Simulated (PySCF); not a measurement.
Li(Me), SMILES [Li][CH3] (CH₃Li) at its B3LYP/def2-SVP optimised geometry (Å):

```
5

Li    -1.1944    -1.3747    -1.4905
C     -0.4095    -0.3452     0.0000
H     -0.7002    -0.7256     1.0011
H     -0.7002     0.7256     0.0000
H      0.7002    -0.3452     0.0000
```

Computed with B3LYP/def2-TZVP (PySCF). Cells within 0.4 Å of a nucleus heavier than hydrogen are left out (blank, or x).

Map of the log10 of the electron density (e/bohr³), floored at −4 on the plane z = 0.0 Å:

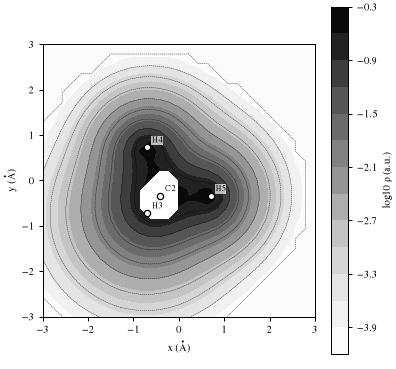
Log10 of the electron density (e/bohr³), floored at −4 on the plane z = 0.0 Å.
